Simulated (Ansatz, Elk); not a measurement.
# How far do independent atoms describe AlB4W3?

Structure refinements treat a crystal as free atoms side by side. For a made-up structure of AlB4W3 (cell and positions from a PBE relaxation) the runs below show what the calculated density changes in F(hkl).

Calculated with Elk 11.2.3 (patched build); DFT, PBE, all-electron APW+lo, Dirac cores, scalar-relativistic bands, static density, no spin.

The structure was built from a prototype and need not be the compound's stable phase.

### Step 1. The structure

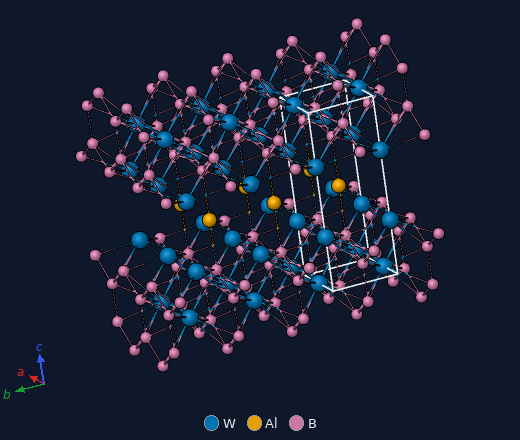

Start, viewed from a free direction; tungsten blue, aluminium orange, boron pink. 2×3×1 cells are drawn. Some periodic images of atoms are drawn too.

### Step 2. Ground state and structure factors

An all-electron density is needed, since X-rays see the cores too. Task 0 finds the density and task 195 Fourier-transforms it; tshift is off so that phases refer to the origin typed.

Input file elk.in:

```
tasks
  0
  195

xctype
  20

spinpol
  .false.

rgkmax
  7.0

gmaxvr
  14.0

lmaxo
  7

lmaxapw
  8

swidth
  0.002

tshift
  .false.

ramdisk
  .false.

hmaxvr
  5.5

maxscl
  120

epspot
  1e-06

sppath
  './'

avec
  5.83218386108 -0.00000000000 -0.00000000000
  -0.00000000000 6.01702347341 -0.00000000000
  -0.00000000000 -0.00000000000 15.87385430287

atoms
  3
  'W.in'
  3
  0.5000000000 -0.0000000000 -0.0000000000   0.000000 0.000000 0.000000
  0.0000000000 0.0000000000 0.6968133592   0.000000 0.000000 0.000000
  0.0000000000 -0.0000000000 0.3031866408   0.000000 0.000000 0.000000
  'Al.in'
  1
  0.5000000000 0.5000000000 0.5000000000   0.000000 0.000000 0.000000
  'B.in'
  4
  -0.0000000000 0.5000000000 0.8932750709   0.000000 0.000000 0.000000
  -0.0000000000 0.5000000000 0.1067249291   0.000000 0.000000 0.000000
  0.5000000000 0.5000000000 0.7776872972   0.000000 0.000000 0.000000
  0.5000000000 0.5000000000 0.2223127028   0.000000 0.000000 0.000000

ngridk
  7 7 3
```

Command:

```console
OMP_NUM_THREADS=4 elk
```

Numbers of over 12 decimals in the logs are rounded to 6 here.

The program printed:

```text
┌─────────────────────────┐
│ Elk code version 11.2.3 │
└─────────────────────────┘

All units are atomic (Hartree, Bohr, etc.)

┌─────────────────────────────────────────────────┐
│ Ground-state run starting from atomic densities │
└─────────────────────────────────────────────────┘

Lattice vectors :
   5.832183861      -0.000000000      -0.000000000
  -0.000000000       6.017023473      -0.000000000
  -0.000000000      -0.000000000       15.87385430

Reciprocal lattice vectors :
   1.077329772       0.000000000       0.000000000
   0.000000000       1.044234801       0.000000000
   0.000000000       0.000000000      0.3958197667

Unit cell volume      :    557.0514414
Brillouin zone volume :   0.4452913950

Muffin-tin inner radius fraction :   0.1000000000E-01

Nuclei treated as point charges

Species : 1 (W)
 parameters loaded from : W.in
 name : tungsten
 nuclear charge    :   -74.00000000
 electronic charge :    74.00000000
 atomic mass :    335119.8193
 muffin-tin radius :    2.607180332
 number of radial points in muffin-tin :   1393
 inner part over the whole radius :   0.9989184459E-02
 number on inner part of muffin-tin    :    998
 approximate nuclear radius :   0.1010025921E-03
 number of mesh points to nuclear radius :    522
 atomic positions (lattice), magnetic fields (Cartesian) :
  1 :   0.50000000  0.00000000  0.00000000    0.00000000  0.00000000  0.00000000
  2 :   0.00000000  0.00000000 -0.30318664    0.00000000  0.00000000  0.00000000
  3 :   0.00000000  0.00000000  0.30318664    0.00000000  0.00000000  0.00000000

Species : 2 (Al)
 parameters loaded from : Al.in
 name : aluminium
 nuclear charge    :   -13.00000000
 electronic charge :    13.00000000
 atomic mass :    49184.33496
 muffin-tin radius :    2.200000000
 number of radial points in muffin-tin :    793
 inner part over the whole radius :   0.9821194981E-02
 number on inner part of muffin-tin    :    552
 approximate nuclear radius :   0.5839653600E-04
 number of mesh points to nuclear radius :    244
 atomic positions (lattice), magnetic fields (Cartesian) :
  1 :   0.50000000  0.50000000  0.50000000    0.00000000  0.00000000  0.00000000

Species : 3 (B)
 parameters loaded from : B.in
 name : boron
 nuclear charge    :   -5.000000000
 electronic charge :    5.000000000
 atomic mass :    19707.24742
 muffin-tin radius :    1.669135975
 number of radial points in muffin-tin :    593
 inner part over the whole radius :   0.9953088311E-02
 number on inner part of muffin-tin    :    404
 approximate nuclear radius :   0.4534157419E-04
 number of mesh points to nuclear radius :    162
 atomic positions (lattice), magnetic fields (Cartesian) :
  1 :   0.00000000  0.50000000 -0.10672493    0.00000000  0.00000000  0.00000000
  2 :   0.00000000  0.50000000  0.10672493    0.00000000  0.00000000  0.00000000
  3 :   0.50000000  0.50000000 -0.22231270    0.00000000  0.00000000  0.00000000
  4 :   0.50000000  0.50000000  0.22231270    0.00000000  0.00000000  0.00000000

Total number of atoms per unit cell :    8
Total muffin-tin volume :    345.2191857
 ratio of muffin-tin to unit cell volume :   0.6197258637

Spin treatment :
 spin-unpolarised

Number of Bravais lattice symmetries :    8
Number of crystal symmetries         :    8
Crystal has inversion symmetry
Real symmetric eigensolver will be used

k-point grid :      7     7     3
k-point offset :    0.000000000       0.000000000       0.000000000
k-point set is reduced with full crystal symmetry group
Total number of k-points :       32

Muffin-tin radius times maximum |G+k| :    7.000000000
 using average radius
Maximum |G+k| for APW functions       :    3.353678002
Maximum (1/2)|G+k|²                   :    5.623578071
Maximum |G| for potential and density :    14.00000000
Constant for pseudocharge density :    9
 order of it for each species :   16  16  16
 order of it for pair densities of each species (exact exchange by exxq0 0: 17) :   15  11   5
Radial integration step length :    1

[...]
electron entropic           :    -0.66839588531594E-03
 total energy                :     -48845.994784578

Density of states at Fermi energy :    48.59388741
 (states/Hartree/unit cell)

Estimated indirect band gap :   0.1233411092E-02
 from k-point 5 to k-point 18
Estimated direct band gap   :   0.5299683260E-02
 at k-point 21

Charges :
 core                        :    150.0000000
 valence                     :    105.0000000
 interstitial                :    11.06666104
 muffin-tins (core leakage)
  species : 1 (W)
[...]
species : 2 (Al)
[...]
species : 3 (B)
[...]
total in muffin-tins        :    243.9333390
 total calculated charge     :    254.9977079
 total charge                :    255.0000000
 error                       :   0.2292105748E-02

RMS change in Kohn-Sham potential (target) :    3.297236485     (  0.1000000000E-05)
Absolute change in total energy (target)   :    3.627398021     (  0.1000000000E-03)

[... loops 3 to 18 left out ...]

┌──────────────────┐
│ Loop number : 19 │
└──────────────────┘

Energies :
 Fermi                       :     0.513169
 sum of occupied eigenvalues :     -29844.973214915
 electron kinetic            :      54984.933416537
 core electron kinetic       :      52989.885449773
 Coulomb                     :     -102814.22945458
 Coulomb potential           :     -83507.331317703
 nuclear-nuclear             :     -4429.4631825514
 electron-nuclear            :     -113350.78042036
 Hartree                     :      14966.014148324
 Madelung                    :     -61060.563795732
 xc potential                :     -1322.5753137493
 exchange                    :     -996.56923302306
 correlation                 :     -14.832308495810
 electron entropic           :    -0.67301812412474E-03
 total energy                :     -48840.698252583

Density of states at Fermi energy :    49.62670315
 (states/Hartree/unit cell)

Estimated indirect band gap :   0.5239590170E-03
 from k-point 21 to k-point 6
Estimated direct band gap   :   0.1290675459E-01
 at k-point 4

Charges :
 core                        :    150.0000000
 valence                     :    105.0000000
 interstitial                :    10.56835160
 muffin-tins (core leakage)
  species : 1 (W)
[...]
species : 2 (Al)
[...]
species : 3 (B)
[...]
total in muffin-tins        :    244.4316484
 total calculated charge     :    254.9979095
 total charge                :    255.0000000
 error                       :   0.2090499214E-02

RMS change in Kohn-Sham potential (target) :   0.2598069112E-06 (  0.1000000000E-05)
Absolute change in total energy (target)   :   0.3404534800E-04 (  0.1000000000E-03)

Convergence targets achieved

┌──────────────────┐
│ Loop number : 20 │
└──────────────────┘

Energies :
 Fermi                       :     0.513169
 sum of occupied eigenvalues :     -29844.973207919
 electron kinetic            :      54984.933417345
 core electron kinetic       :      52989.885452682
 Coulomb                     :     -102814.22944923
 Coulomb potential           :     -83507.331325640
 nuclear-nuclear             :     -4429.4631825514
 electron-nuclear            :     -113350.78040161
 Hartree                     :      14966.014134927
 Madelung                    :     -61060.563786412
 xc potential                :     -1322.5752996244
 exchange                    :     -996.56923277313
 correlation                 :     -14.832308493232
 electron entropic           :    -0.67301789761643E-03
 total energy                :     -48840.698246171

Density of states at Fermi energy :    49.62668159
 (states/Hartree/unit cell)

Estimated indirect band gap :   0.5239707105E-03
 from k-point 21 to k-point 6
Estimated direct band gap   :   0.1290674775E-01
 at k-point 4

Charges :
 core                        :    150.0000000
 valence                     :    105.0000000
 interstitial                :    10.56835172
 muffin-tins (core leakage)
  species : 1 (W)
[...]
species : 2 (Al)
[...]
species : 3 (B)
[...]
atom 2                    :    3.807659852     (  0.1725851283E-03)
   atom 3                    :    3.745688109     (  0.1708220463E-03)
   atom 4                    :    3.745688109     (  0.1708220463E-03)
 total in muffin-tins        :    244.4316483
 total calculated charge     :    254.9979095
 total charge                :    255.0000000
 error                       :   0.2090499152E-02

┌──────────────────────────────┐
│ Self-consistent loop stopped │
└──────────────────────────────┘

Warning : core states of species 2 leak from the muffin-tin :   0.4771236149E-03

Warning : core states of species 3 leak from the muffin-tin :   0.1725851283E-03

Wrote STATE.OUT
```

Wall time 78 s (4 threads of Arm Neoverse V2, shared host); peak memory 0.28 GiB; 4.5 min of CPU time.

SFACRHO.OUT:

```text

h k l indices transformed by vhmat matrix:
   1.000000000       0.000000000       0.000000000    
   0.000000000       1.000000000       0.000000000    
   0.000000000       0.000000000       1.000000000    

      h      k      l  multipl.   |H|            Re(F)            Im(F)           |F|

      0      0      0      1   0.0000000       255.00000      0.99749917E-16   255.00000    
      0      0     -1      2  0.39581977       21.488961     -0.28989906E-13   21.488961    
      0      0     -2      2  0.79163953      -33.896144     -0.50490754E-13   33.896144    
      0      1      0      2   1.0442348       173.28441      0.22030144E-14   173.28441    
      1      0      0      2   1.0773298       55.470147      0.94140294E-14   55.470147    
      0     -1      1      4   1.1167361       25.712223      0.12803875E-13   25.712223    
     -1      0      1      4   1.1477424      -93.053922      0.36237383E-14   93.053922    
      0      0      3      2   1.1874593       156.44226     -0.71025271E-13   156.44226    
      0      1     -2      4   1.3103891      -40.666355     -0.66918367E-13   40.666355    
     -1      0      2      4   1.3369116      -162.35704      0.57979813E-13   162.35704    
      1     -1      0      4   1.5003552       69.126377      0.65825691E-14   69.126377    
     -1     -1     -1      8   1.5516891      -110.91836     -0.27781994E-13   110.91836    
      0     -1      3      4   1.5812925       173.15103     -0.10726265E-12   173.15103    
      0      0      4      2   1.5832791       95.152277     -0.53148162E-13   95.152277    
     -1      0      3      4   1.6033400       49.391239     -0.10798740E-12   49.391239    
     -1      1      2      8   1.6963959      -147.22399      0.38411626E-13   147.22399    
      0      1      4      4   1.8966283       75.188143     -0.24641420E-13   75.188143    
     -1      1      3      8   1.9134067       30.291965     -0.73441096E-13   30.291965
```

Elk indexes on the primitive cell of elk.in and gives |H| = 4π sin θ/λ in inverse bohr. Below, one row stands for each form hkl of the conventional cell (m members, Friedel mates merged), F is for one primitive cell and the density is static (no thermal factor). Free-atom factors are Waasmaier and Kirfel's, and R is Σm||F|−|F'||/Σm|F|.

```tsv
hkl	m	sin θ/λ (Å⁻¹)	abs F, DFT	neutral atoms	diff.
001	2	0.059	21.489	21.482	+0.007
002	2	0.119	33.896	33.608	+0.288
010	2	0.157	173.284	174.086	-0.802
100	2	0.162	55.470	55.437	+0.033
011	4	0.168	25.712	26.125	-0.412
101	4	0.173	93.054	93.471	-0.417
003	2	0.179	156.442	157.032	-0.590
012	4	0.197	40.666	41.034	-0.368
102	4	0.201	162.357	163.251	-0.894
110	4	0.226	69.126	69.459	-0.333
111	8	0.233	110.918	111.181	-0.263
013	4	0.238	173.151	173.650	-0.499
004	2	0.238	95.152	95.557	-0.404
103	4	0.241	49.391	49.775	-0.384
```

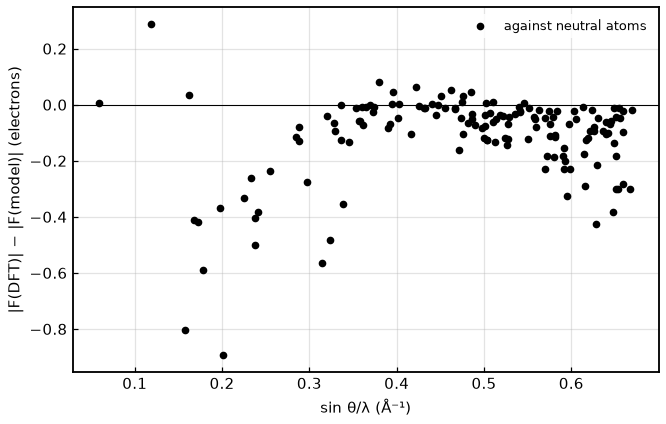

Difference between the calculated structure factors and the independent-atom ones.

### Step 3. The highest occupied states alone

An energy window below the Fermi level keeps the highest occupied states, to see at which angles they scatter; shallow core shells can lie inside it and anion s states outside. No new self-consistency is needed.

Changes to elk.in since step 2:

```diff
@@ -1,3 +1,2 @@
 tasks
-  0
   195
@@ -40,2 +39,5 @@
 
+wsfac
+  -0.038070 0.813170
+
 sppath
```

Command:

```console
OMP_NUM_THREADS=4 elk
```

The program printed:

```text
┌─────────────────────────────────┐
│ Elk code version 11.2.3 started │
└─────────────────────────────────┘

Info(readinput): the functional depends on the density's gradient
 muffin-tin radial points multiplied by    2.00000
 (not where nrmtscf is given)

┌────────────────────┐
│ Current task : 195 │
└────────────────────┘
Info(checkmt): changed muffin-tin radius of species 1 (W) from   2.8000 to   2.6072
Info(checkmt): changed muffin-tin radius of species 3 (B) from   1.8000 to   1.6691

Info(sfacrho): density structure factors written to SFACRHO.OUT

 Energy window :  -0.3807000000E-01  0.8131700000

┌──────────────────┐
│ Elk code stopped │
└──────────────────┘
```

Elapsed: 13 s, on 4 threads; peak memory 0.16 GiB; 16 s of CPU time.

States within 15 eV below the Fermi level hold 32.96 electrons; any levels below the window count with the cores. Their amplitudes can exceed the total, where window and core parts have opposite phase:

```tsv
hkl	sin θ/λ (Å⁻¹)	abs F, window	abs F, all
001	0.059	4.357	21.489
002	0.119	3.398	33.896
010	0.157	0.661	173.284
100	0.162	1.319	55.470
011	0.168	1.566	25.712
101	0.173	0.482	93.054
003	0.179	1.113	156.442
012	0.197	0.694	40.666
102	0.201	0.198	162.357
110	0.226	0.488	69.126
```

### Step 4. Another try

In this try the input is made faulty on purpose, to show what that does.

The input is changed as shown.

Changes to elk.in since step 3:

```diff
@@ -1,2 +1,3 @@
 tasks
+  0
   195
@@ -39,5 +40,2 @@
 
-wsfac
-  -0.038070 0.813170
-
 sppath
@@ -67,3 +65,3 @@
 
-ngridk
+ngrid
   7 7 3
```

Command:

```console
OMP_NUM_THREADS=4 elk
```

The program printed:

```text
┌─────────────────────────────────┐
│ Elk code version 11.2.3 started │
└─────────────────────────────────┘

Error(readinput): invalid block name : ngrid
```

Elapsed: 0.01 s, on 4 threads; peak memory 0.16 GiB.

The input was rejected at the start.

The program's message: “Error(readinput): invalid block name : ngrid”

A key was misspelt on purpose.

### Step 5. Another functional

The difference from free atoms is small, so it is set against the change that LDA (Perdew-Wang) makes.

Changes to elk.in since step 4:

```diff
@@ -5,3 +5,3 @@
 xctype
-  20
+  3
 
@@ -65,3 +65,3 @@
 
-ngrid
+ngridk
   7 7 3
```

Command:

```console
OMP_NUM_THREADS=4 elk
```

The program printed:

```text
┌─────────────────────────┐
│ Elk code version 11.2.3 │
└─────────────────────────┘

All units are atomic (Hartree, Bohr, etc.)

┌─────────────────────────────────────────────────┐
│ Ground-state run starting from atomic densities │
└─────────────────────────────────────────────────┘

Lattice vectors :
   5.832183861      -0.000000000      -0.000000000
  -0.000000000       6.017023473      -0.000000000
  -0.000000000      -0.000000000       15.87385430

Reciprocal lattice vectors :
   1.077329772       0.000000000       0.000000000
[...]
species : 3 (B)
[...]
atom 3                    :    3.745315292     (  0.1822830640E-03)
   atom 4                    :    3.745315292     (  0.1822830640E-03)
 total in muffin-tins        :    244.5365740
 total calculated charge     :    254.9978206
 total charge                :    255.0000000
 error                       :   0.2179418868E-02

┌──────────────────────────────┐
│ Self-consistent loop stopped │
└──────────────────────────────┘

Warning : core states of species 2 leak from the muffin-tin :   0.5050576382E-03

Warning : core states of species 3 leak from the muffin-tin :   0.1842432862E-03

Wrote STATE.OUT
[key lines of the parts left out:]
total energy                :     -48810.678240113
```

Elapsed: 48 s, on 4 threads; peak memory 0.21 GiB; 2.8 min of CPU time.

Against the first run R = 0.03 %; the largest change is -0.054 at 115.

### Step 6. A coarser k-mesh

About half the k-points along each axis test the sampling.

Changes to elk.in since step 5:

```diff
@@ -5,3 +5,3 @@
 xctype
-  3
+  20
 
@@ -66,2 +66,2 @@
 ngridk
-  7 7 3
+  4 4 2
```

Command:

```console
OMP_NUM_THREADS=4 elk
```

The program printed:

```text
┌─────────────────────────┐
│ Elk code version 11.2.3 │
└─────────────────────────┘

All units are atomic (Hartree, Bohr, etc.)

┌─────────────────────────────────────────────────┐
│ Ground-state run starting from atomic densities │
└─────────────────────────────────────────────────┘

Lattice vectors :
   5.832183861      -0.000000000      -0.000000000
  -0.000000000       6.017023473      -0.000000000
  -0.000000000      -0.000000000       15.87385430

Reciprocal lattice vectors :
   1.077329772       0.000000000       0.000000000
[...]
species : 3 (B)
[...]
atom 3                    :    3.745481556     (  0.1708246836E-03)
   atom 4                    :    3.745481556     (  0.1708246836E-03)
 total in muffin-tins        :    244.4294107
 total calculated charge     :    254.9980153
 total charge                :    255.0000000
 error                       :   0.1984688498E-02

┌──────────────────────────────┐
│ Self-consistent loop stopped │
└──────────────────────────────┘

Warning : core states of species 2 leak from the muffin-tin :   0.4771523438E-03

Warning : core states of species 3 leak from the muffin-tin :   0.1725935168E-03

Wrote STATE.OUT
[key lines of the parts left out:]
total energy                :     -48840.695688740
```

Elapsed: 51 s, on 4 threads; peak memory 0.3 GiB.

Against the first run R = 0.01 %; the largest change is +0.056 at 020.

### Step 7. Settings against the effect

```tsv
run	R against the first run (%)	R against neutral atoms, low angle (%)	wall time
PBE, rgkmax 7	0.00	0.37	78 s
LDA (Perdew-Wang)	0.03	0.36	48 s
k-mesh 4×4×2	0.01	0.37	51 s
```

### Step 8. Results

| Item | Value |
| --- | --- |
| R against neutral atoms, sin θ/λ < 0.3 Å⁻¹ | 0.37 % |
| R against neutral atoms, 0.3 to 0.67 Å⁻¹ | 0.14 % |

Independent neutral atoms miss the calculated amplitudes by R = 0.37 % below 0.3 Å⁻¹ and 0.14 % from there to 0.67 Å⁻¹; by shells, 0.53 % below 0.15 Å⁻¹ (2 forms), 0.36 % 0.15 to 0.3 (17 forms), 0.08 % 0.3 to 0.45 (33 forms), 0.16 % above 0.45 (97 forms). Bonding, aspherical density and the tables' own atoms all enter these figures, and the runs don't part them. The largest change of an amplitude is -0.89 electrons, at 102. The window's part falls from 33.0 electrons at the origin to at most 0.28 between 0.45 and 0.67 Å⁻¹. Below 0.3 Å⁻¹ the changes that finished (LDA (Perdew-Wang) and k-mesh 4×4×2) move F by R = 0.01 % at most, against the 0.37 % that separates it from free atoms. The basis has no finished test. These runs have no spin, though d or f shells may be open. Spin-orbit coupling is left out, which can matter for elements this heavy. Part of the difference isn't bonding: the tables are fits to free atoms and ions calculated by other methods than this functional. Thermal motion, anomalous dispersion and extinction are left out.

[Logs are printed without paths, hosts, clocks, repeated set-up lines and the standing remarks that a program may print on its own settings, such as how far it seeks lower states.]

[Hosts, paths, dates, database ids (printed as entryN), source tags and the programs' standing remarks are cut or masked in the printed files.]
